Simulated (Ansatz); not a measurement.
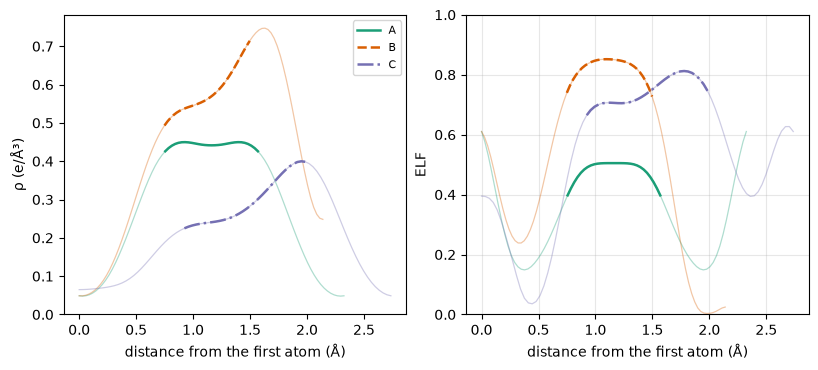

*AlSi2B. Valence charge density (pseudo) and electron localisation function along straight lines between neighbouring atoms. Thin, pale parts lie inside the atomic spheres.*

Space group P-6m2; a structure generated by program, which may or may not match a known phase.

All numbers below come from DFT PBE, scalar-relativistic, plane waves, PAW in Ansatz.

The density is the valence pseudo-density of a PAW calculation; it isn't the true density close to the nuclei.

```
CELL_PARAMETERS angstrom
3.11024 0.00000 0.00000
-1.55512 2.69354 0.00000
0.00000 0.00000 6.45366
ATOMIC_POSITIONS crystal
Al 0.00000 0.00000 0.00000
Si 0.33333 0.66667 0.31992
Si 0.33333 0.66667 0.68008
B 0.66667 0.33333 0.50000
```

> Which curve belongs to which contact (Al–Si, Si–B and Si–Si)? The first atom named is at distance zero.

Curve A: Si–Si (2.32 Å): ρ is about 0.44 e/Å³ halfway; the ELF reaches about 0.50 near the midpoint. Curve B: Si–B (2.14 Å): the density is about 0.55 e/Å³ at the midpoint; the ELF peaks at about 0.85 between the atoms. Curve C: Al–Si (2.74 Å): the density is about 0.26 e/Å³ at the midpoint; the ELF peaks at about 0.80 in the valence shell of Si, 1.0 Å from its nucleus, and is about 0.70 at the midpoint.
